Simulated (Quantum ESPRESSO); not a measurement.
# Grüneisen parameters and expansion of KF (Fm-3m), part 5 of 8

Which modes of KF drive its thermal expansion?

Experimental results on record:
- volume expansion coefficient 104.4 1e-6/K and heat capacity C_P per formula unit 49 J/mol/K near room temperature (given in “High-Throughput Prediction of Finite-Temperature Properties using the Quasi-Harmonic Approximation”, 2016, arXiv:1603.06924)
- volume expansion coefficient 95.1 1e-6/K near room temperature (given in “Descriptors for thermal expansion in solids”, 2017, arXiv:1701.03966)

Quantum ESPRESSO 7.5; DFT PBE+D3(BJ), scalar-relativistic, plane waves, GBRV ultrasoft pseudopotentials.

So far. Step 4 (Self-consistent run): On a basis chosen for the relaxed cell the pressure is -0.019 GPa, small enough for phonons. Step 6 (Zone-centre response): The Born charges sum to zero within 0.0052 e; the rest is removed before use. Acoustic frequencies in this log differ from zero by the error of the sum rule, which ph.x does not impose.

### Step 7. A displaced supercell

System of this step: KF. The structure is orthorhombic, space group Imm2 (No. 44). Conventional cell: a = 7.541 Å, b = 10.664 Å, c = 7.541 Å, α = 90.00°, β = 90.00°, γ = 90.00°. Nearest to K lie 6 F at 2.67 Å. Nearest to K lie 6 F at 2.67 to 2.68 Å. Nearest to K lie 6 F at 2.65 to 2.67 Å. Nearest to F lie 6 K at 2.65 to 2.68 Å. F has 6 K at 2.67 Å nearest. Farther neighbours and most contacts between anions are not listed.

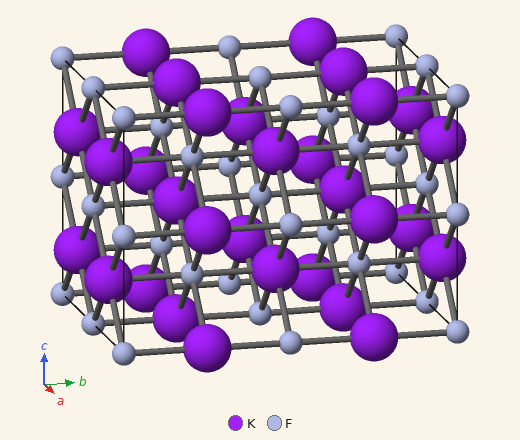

The cell of this step (potassium purple, fluorine light blue). Some periodic images of atoms are drawn too.

disp-00002.in reads:

```
 &control
    calculation='scf',
    prefix='x',
    outdir='./tmp',
    pseudo_dir='./pseudo',
    tprnfor=.true.,
    disk_io='none',
 /
 &system
    ibrav=0,
    nat=16,
    ntyp=2,
    ecutwfc=45.0,
    ecutrho=270.0,
    occupations='fixed',
    nbnd=66,
    vdw_corr='grimme-d3',
    dftd3_version=4,
    dftd3_threebody=.false.,
 /
 &electrons
    conv_thr=1.0d-11,
    mixing_beta=0.7,
    electron_maxstep=100,
 /
ATOMIC_SPECIES
 K      39.0983  K.upf
 F      18.9984  F.upf
CELL_PARAMETERS angstrom
     0.000000000    5.332207694    5.332207694
     5.332207694    0.000000000    5.332207694
     5.332207694    5.332207694    0.000000000
ATOMIC_POSITIONS crystal
 K      0.000000000   0.000000000   0.000000000
 K      0.500000000   0.000000000   0.000000000
 K      0.000000000   0.500000000   0.000000000
 K      0.500000000   0.500000000   0.000000000
 K      0.000000000   0.000000000   0.500000000
 K      0.500000000   0.000000000   0.500000000
 K      0.000000000   0.500000000   0.500000000
 K      0.500000000   0.500000000   0.500000000
 F      0.252652210   0.250000000   0.250000000
 F      0.750000000   0.250000000   0.250000000
 F      0.250000000   0.750000000   0.250000000
 F      0.750000000   0.750000000   0.250000000
 F      0.250000000   0.250000000   0.750000000
 F      0.750000000   0.250000000   0.750000000
 F      0.250000000   0.750000000   0.750000000
 F      0.750000000   0.750000000   0.750000000
K_POINTS automatic
 3 3 3 0 0 0
```

Launch:

```
> OMP_NUM_THREADS=1 mpirun -n 2 pw.x -nk 2 -in disp-00002.in > disp-00002.out
```

The program printed:

```text
[banner, memory and clock lines left out]
Program PWSCF v.7.5

     Message from routine setup:
     using ibrav=0 with symmetry is DISCOURAGED, use correct ibrav instead

     G-vector sticks info

     bravais-lattice index     =            0
     lattice parameter (alat)  =      14.2502  a.u.
     unit-cell volume          =    2046.1985 (a.u.)^3
     number of atoms/cell      =           16
     number of atomic types    =            2
     number of electrons       =       128.00
     number of Kohn-Sham states=           66
     kinetic-energy cutoff     =      45.0000  Ry
     charge density cutoff     =     270.0000  Ry
     scf convergence threshold =      1.0E-11
     mixing beta               =       0.7000
     number of iterations used =            8  plain     mixing
     Exchange-correlation=  SLA  PW   PBX  PBC
                           (   1   4   3   4   0   0   0)

     celldm(1)=  14.250199  celldm(2)=   0.000000  celldm(3)=   0.000000
     celldm(4)=   0.000000  celldm(5)=   0.000000  celldm(6)=   0.000000

     crystal axes: (cart. coord. in units of alat)
               a(1) = (   0.000000   0.707107   0.707107 )
               a(2) = (   0.707107   0.000000   0.707107 )
               a(3) = (   0.707107   0.707107   0.000000 )

     reciprocal axes: (cart. coord. in units 2 pi/alat)
               b(1) = ( -0.707107  0.707107  0.707107 )
               b(2) = (  0.707107 -0.707107  0.707107 )
               b(3) = (  0.707107  0.707107 -0.707107 )

     PseudoPot. # 1 for K  read from file:
     ./pseudo/K.upf
     Pseudo is Ultrasoft + core correction, Zval =  9.0
     Using radial grid of  841 points,  6 beta functions with:
                l(1) =   0
                l(2) =   0
                l(3) =   1
                l(4) =   1
                l(5) =   2
                l(6) =   2
     Q(r) pseudized with  6 coefficients,  rinner =    1.500   1.500   1.500
                                                       1.500   1.500

     PseudoPot. # 2 for F  read from file:
     ./pseudo/F.upf
     Pseudo is Ultrasoft, Zval =  7.0
     Using radial grid of  799 points,  4 beta functions with:
                l(1) =   0
                l(2) =   0
                l(3) =   1
                l(4) =   1
     Q(r) pseudized with  8 coefficients,  rinner =    0.950   0.950   0.950

     atomic species   valence    mass     pseudopotential
     K                 9.00    39.09830     K ( 1.00)
     F                 7.00    18.99840     F ( 1.00)

      4 Sym. Ops. (no inversion) found ( 2 have fractional translation)

   Cartesian axes

     site n.     atom                  positions (alat units)
         1        K      tau(   1) = (   0.0000000   0.0000000   0.0000000  )
         2        K      tau(   2) = (   0.0000000   0.3535534   0.3535534  )
         3        K      tau(   3) = (   0.3535534   0.0000000   0.3535534  )
         4        K      tau(   4) = (   0.3535534   0.3535534   0.7071068  )
         5        K      tau(   5) = (   0.3535534   0.3535534   0.0000000  )
         6        K      tau(   6) = (   0.3535534   0.7071068   0.3535534  )
         7        K      tau(   7) = (   0.7071068   0.3535534   0.3535534  )
         8        K      tau(   8) = (   0.7071068   0.7071068   0.7071068  )
         9        F      tau(   9) = (   0.3535534   0.3554288   0.3554288  )
        10        F      tau(  10) = (   0.3535534   0.7071068   0.7071068  )
        11        F      tau(  11) = (   0.7071068   0.3535534   0.7071068  )
        12        F      tau(  12) = (   0.7071068   0.7071068   1.0606602  )
        13        F      tau(  13) = (   0.7071068   0.7071068   0.3535534  )
        14        F      tau(  14) = (   0.7071068   1.0606602   0.7071068  )
        15        F      tau(  15) = (   1.0606602   0.7071068   0.7071068  )
        16        F      tau(  16) = (   1.0606602   1.0606602   1.0606602  )

     DFT-D3 Dispersion Correction (no 3-body):
       Reference C6 values for interpolation:

         atom   Coordination number   C6
         F          0.000            19.38
         F          0.998            14.27
         K          0.000          9967.00
         K          0.977           676.04

       Values used:

         atom   Coordination number  R0_AB[au]  C6      C8
         K         18.720            4.007    676.04 129074.98
         K         18.720            4.007    676.04 129074.98
         K         18.716            4.007    676.04 129074.98
         K         18.724            4.007    676.04 129074.98
         K         18.716            4.007    676.04 129074.98
         K         18.724            4.007    676.04 129074.98
         K         18.720            4.007    676.04 129074.98
         K         18.720            4.007    676.04 129074.98
         F          5.848            2.173     14.27    244.15
         F          5.848            2.173     14.27    244.15
         F          5.848            2.173     14.27    244.15
         F          5.848            2.173     14.27    244.15
         F          5.848            2.173     14.27    244.15
         F          5.848            2.173     14.27    244.15
         F          5.848            2.173     14.27    244.15
         F          5.848            2.173     14.27    244.15

         Molecular C6 ( Ry / a.u.^6 ) =     53702.55

     number of k points=     8
                       cart. coord. in units 2pi/alat
        k(    1) = (   0.0000000   0.0000000   0.0000000), wk =   0.0740741
        k(    2) = (   0.2357023   0.2357023  -0.2357023), wk =   0.2962963
        k(    3) = (   0.4714045   0.0000000  -0.0000000), wk =   0.1481481
        k(    4) = (  -0.0000000  -0.4714045   0.4714045), wk =   0.1481481
        k(    5) = (   0.2357023   0.2357023   0.2357023), wk =   0.2962963
        k(    6) = (  -0.0000000   0.4714045   0.0000000), wk =   0.2962963
        k(    7) = (  -0.4714045  -0.0000000  -0.4714045), wk =   0.5925926
        k(    8) = (   0.0000000   0.4714045   0.4714045), wk =   0.1481481

     Dense  grid:   153541 G-vectors     FFT dimensions: (  80,  80,  80)

     Smooth grid:    83659 G-vectors     FFT dimensions: (  64,  64,  64)

     Initial potential from superposition of free atoms

     starting charge     123.9727, renormalised to     128.0000
     Starting wfcs are   96 randomized atomic wfcs

     per-process dynamical memory:   170.1 Mb

     Self-consistent Calculation

     iteration #  1     ecut=    45.00 Ry     beta= 0.70
     Davidson diagonalization with overlap
     ethr =  1.00E-02,  avg # of iterations =  2.4

     total energy              =    -845.93779415 Ry
     estimated scf accuracy    <       1.42565560 Ry

     iteration #  2     ecut=    45.00 Ry     beta= 0.70
     Davidson diagonalization with overlap
     ethr =  1.11E-03,  avg # of iterations =  5.4

     total energy              =    -846.52145728 Ry
     estimated scf accuracy    <       2.76871246 Ry

     iteration #  3     ecut=    45.00 Ry     beta= 0.70
     Davidson diagonalization with overlap
     ethr =  1.11E-03,  avg # of iterations =  3.5

     total energy              =    -846.90102195 Ry
     estimated scf accuracy    <       0.08010070 Ry

     iteration #  4     ecut=    45.00 Ry     beta= 0.70
     Davidson diagonalization with overlap
     ethr =  6.26E-05,  avg # of iterations =  5.9

     total energy              =    -846.96415956 Ry
     estimated scf accuracy    <       0.02404305 Ry

     iteration #  5     ecut=    45.00 Ry     beta= 0.70
     Davidson diagonalization with overlap
     ethr =  1.88E-05,  avg # of iterations =  4.4

     total energy              =    -846.97163292 Ry
     estimated scf accuracy    <       0.00082690 Ry

     iteration #  6     ecut=    45.00 Ry     beta= 0.70
     Davidson diagonalization with overlap
     c_bands:  1 eigenvalues not converged
     ethr =  6.46E-07,  avg # of iterations =  8.6

     total energy              =    -846.97181652 Ry
     estimated scf accuracy    <       0.00114404 Ry

     iteration #  7     ecut=    45.00 Ry     beta= 0.70
     Davidson diagonalization with overlap
     ethr =  6.46E-07,  avg # of iterations =  2.6

     total energy              =    -846.97180835 Ry
     estimated scf accuracy    <       0.00029759 Ry

     iteration #  8     ecut=    45.00 Ry     beta= 0.70
     Davidson diagonalization with overlap
     ethr =  2.32E-07,  avg # of iterations =  4.0

     total energy              =    -846.97185707 Ry
     estimated scf accuracy    <       0.00001771 Ry

     iteration #  9     ecut=    45.00 Ry     beta= 0.70
     Davidson diagonalization with overlap
     ethr =  1.38E-08,  avg # of iterations =  4.6

     total energy              =    -846.97187172 Ry
     estimated scf accuracy    <       0.00000616 Ry

     iteration # 10     ecut=    45.00 Ry     beta= 0.70
     Davidson diagonalization with overlap
     ethr =  4.81E-09,  avg # of iterations =  2.0

     total energy              =    -846.97187263 Ry
     estimated scf accuracy    <       0.00000045 Ry

     iteration # 11     ecut=    45.00 Ry     beta= 0.70
     Davidson diagonalization with overlap
     ethr =  3.53E-10,  avg # of iterations =  5.9

     total energy              =    -846.97187305 Ry
     estimated scf accuracy    <       0.00000009 Ry

     iteration # 12     ecut=    45.00 Ry     beta= 0.70
     Davidson diagonalization with overlap
     ethr =  6.65E-11,  avg # of iterations =  3.2

     total energy              =    -846.97187308 Ry
     estimated scf accuracy    <          2.9E-09 Ry

     iteration # 13     ecut=    45.00 Ry     beta= 0.70
     Davidson diagonalization with overlap
     ethr =  2.25E-12,  avg # of iterations =  7.8

     total energy              =    -846.97187308 Ry
     estimated scf accuracy    <          1.5E-09 Ry

     iteration # 14     ecut=    45.00 Ry     beta= 0.70
     Davidson diagonalization with overlap
     ethr =  1.19E-12,  avg # of iterations =  2.0

     total energy              =    -846.97187308 Ry
     estimated scf accuracy    <          3.3E-10 Ry

     iteration # 15     ecut=    45.00 Ry     beta= 0.70
     Davidson diagonalization with overlap
     ethr =  2.60E-13,  avg # of iterations =  4.1

     End of self-consistent calculation

          k = 0.0000 0.0000 0.0000 ( 10417 PWs)   bands (ev):

   -24.5595 -24.4683 -24.4641 -24.4610 -24.4609 -24.4397 -24.4354 -24.4321
   -17.1919 -17.1918 -17.1918 -17.1918 -17.1199 -17.1199 -17.1199 -17.1008
    -8.3689  -8.3687  -8.3686  -8.0800  -8.0792  -8.0791  -8.0783  -8.0161
    -8.0160  -8.0155  -8.0152  -8.0148  -8.0139  -7.8398  -7.8393  -7.8385
    -7.8377  -7.8377  -7.8374  -7.8370  -7.8370  -7.7993  -7.7986  -7.7977
     0.7586   0.7587   0.7587   0.7587   1.2032   1.2032   1.2032   1.2032
     1.2032   1.2032   1.2032   1.2033   1.3489   1.3490   1.3490   1.5009
     1.5010   1.5010   1.5010   1.5010   1.5010   1.5556   1.5556   1.5557
     7.7653   9.7814

          k = 0.2357 0.2357-0.2357 ( 10453 PWs)   bands (ev):

   -24.5357 -24.4882 -24.4609 -24.4609 -24.4557 -24.4451 -24.4384 -24.4370
   -17.1739 -17.1738 -17.1738 -17.1687 -17.1379 -17.1378 -17.1378 -17.1232
    -8.2638  -8.2631  -8.2626  -8.1057  -8.1051  -8.1045  -8.0200  -8.0123
    -8.0113  -8.0020  -7.9725  -7.9721  -7.9716  -7.9360  -7.9356  -7.9344
    -7.8840  -7.8834  -7.8828  -7.8696  -7.8282  -7.8280  -7.8095  -7.8090
     0.9298   0.9360   0.9366   0.9373   1.2502   1.2509   1.2511   1.2543
     1.2544   1.2548   1.2789   1.2789   1.2789   1.2886   1.2886   1.3221
     1.3758   1.3767   1.3777   1.4277   1.4277   1.4278   1.4647   1.4647
     8.5114  10.0662

          k = 0.4714 0.0000-0.0000 ( 10382 PWs)   bands (ev):

[...]
8.6879  10.5588

          k =-0.0000-0.4714 0.4714 ( 10447 PWs)   bands (ev):

[...]
9.4833   9.9336

          k = 0.2357 0.2357 0.2357 ( 10453 PWs)   bands (ev):

[...]
8.5114  10.0662

          k =-0.0000 0.4714 0.0000 ( 10382 PWs)   bands (ev):

[...]
8.6879  10.5592

          k =-0.4714-0.0000-0.4714 ( 10447 PWs)   bands (ev):

[...]
9.4832   9.9301

          k = 0.0000 0.4714 0.4714 ( 10447 PWs)   bands (ev):

   -24.5082 -24.4879 -24.4846 -24.4668 -24.4579 -24.4429 -24.4405 -24.4338
   -17.1572 -17.1568 -17.1565 -17.1545 -17.1545 -17.1497 -17.1496 -17.1470
    -8.2035  -8.1613  -8.1582  -8.1120  -8.1087  -8.0967  -8.0964  -8.0440
    -8.0430  -8.0373  -7.9981  -7.9969  -7.9255  -7.9180  -7.9161  -7.8908
    -7.8875  -7.8854  -7.8826  -7.8825  -7.8821  -7.8820  -7.8805  -7.8013
     1.0251   1.0251   1.0570   1.0570   1.0648   1.0756   1.0757   1.0794
     1.2821   1.2822   1.2898   1.3100   1.3260   1.3262   1.3471   1.3471
     1.3793   1.3847   1.3848   1.4309   1.4310   1.4446   1.4446   1.4872
     9.4831   9.9337

     highest occupied, lowest unoccupied level (ev):     1.5557    7.7653

!    total energy              =    -846.97187308 Ry
     estimated scf accuracy    <          6.1E-12 Ry

     The total energy is the sum of the following terms:
     one-electron contribution =    -348.92119510 Ry
     hartree contribution      =     232.88460593 Ry
     xc contribution           =    -148.52864174 Ry
     ewald contribution        =    -582.21936969 Ry
     DFT-D3 Dispersion         =      -0.18727248 Ry

     convergence has been achieved in  15 iterations

     Forces acting on atoms (cartesian axes, Ry/au):

     atom    1 type  1   force =     0.00000145   -0.00004391   -0.00004391
     atom    2 type  1   force =     0.00000034    0.00007266    0.00007266
     atom    3 type  1   force =     0.00000000    0.00033038    0.00007354
     atom    4 type  1   force =     0.00000000    0.00007137    0.00037014
     atom    5 type  1   force =    -0.00000000    0.00007354    0.00033038
     atom    6 type  1   force =     0.00000000    0.00037014    0.00007137
     atom    7 type  1   force =    -0.00000034    0.00007266    0.00007266
     atom    8 type  1   force =    -0.00000145   -0.00004391   -0.00004391
     atom    9 type  2   force =     0.00000000   -0.00140428   -0.00140428
     atom   10 type  2   force =    -0.00000000    0.00033029    0.00033029
     atom   11 type  2   force =     0.00024167   -0.00003799    0.00008863
     atom   12 type  2   force =    -0.00024167    0.00008863   -0.00003799
     atom   13 type  2   force =     0.00024167    0.00008863   -0.00003799
     atom   14 type  2   force =    -0.00024167   -0.00003799    0.00008863
     atom   15 type  2   force =     0.00000000   -0.00015305   -0.00015305
     atom   16 type  2   force =     0.00000000    0.00022282    0.00022282

     Total force =     0.002263     Total SCF correction =     0.000002
     Message from routine punch:
     Nothing written, as per user request (disk_io='none')
```

Wall time 1.8 min (2 MPI ranks of Intel Xeon Platinum 8375C at 2.90GHz (Ice Lake), shared host).

At this level the gap is 6.21 eV on the k-mesh of the self-consistent run, which can miss the band edges.

### Step 8. Forces on a displaced cell

One atom (for the harmonic constants) or a pair of atoms (for the cubic ones) is moved by a few hundredths of an ångström; the forces on all atoms give a column of force constants. The threshold is tight because the forces are small.

disp-00001.in, as its differences from disp-00002.in of step 7:

```diff
@@ -33,3 +33,3 @@
 ATOMIC_POSITIONS crystal
- K      0.000000000   0.000000000   0.000000000
+ K      0.002652210   0.000000000   0.000000000
  K      0.500000000   0.000000000   0.000000000
@@ -41,3 +41,3 @@
  K      0.500000000   0.500000000   0.500000000
- F      0.252652210   0.250000000   0.250000000
+ F      0.250000000   0.250000000   0.250000000
  F      0.750000000   0.250000000   0.250000000
```

Launch:

```
> OMP_NUM_THREADS=1 mpirun -n 2 pw.x -nk 2 -in disp-00001.in > disp-00001.out
```

The program printed:

```text
[banner, memory and clock lines left out]
Program PWSCF v.7.5

     Message from routine setup:
     using ibrav=0 with symmetry is DISCOURAGED, use correct ibrav instead

     G-vector sticks info

     bravais-lattice index     =            0
     lattice parameter (alat)  =      14.2502  a.u.
     unit-cell volume          =    2046.1985 (a.u.)^3
     number of atoms/cell      =           16
     number of atomic types    =            2
     number of electrons       =       128.00
[...]
atom    1 type  1   force =    -0.00000000   -0.00162679   -0.00162679
     atom    2 type  1   force =     0.00000000    0.00053184    0.00053184
     atom    3 type  1   force =     0.00034180   -0.00007472    0.00019004
[...]
atom   15 type  2   force =     0.00000124    0.00007315    0.00007315
     atom   16 type  2   force =     0.00000171   -0.00004429   -0.00004429

     Total force =     0.002666     Total SCF correction =     0.000000
     Message from routine punch:
     Nothing written, as per user request (disk_io='none')
[key lines of the parts left out:]
!    total energy              =    -846.97186768 Ry
convergence has been achieved in  16 iterations
```

The job ended after 1.9 min (2 MPI ranks).

[end of part 5 of 8]

[Logs are printed without paths, hosts, clocks, repeated set-up lines and the standing remarks that a program may print on its own settings, such as how far it seeks lower states.]

[Hosts, paths, dates, database ids (printed as entryN), source tags and the programs' standing remarks are cut or masked in the printed files.]

[A step with changed settings may run another functional than the one named; its input shows which.]

[Of the runs on displaced cells, only some may be shown.]
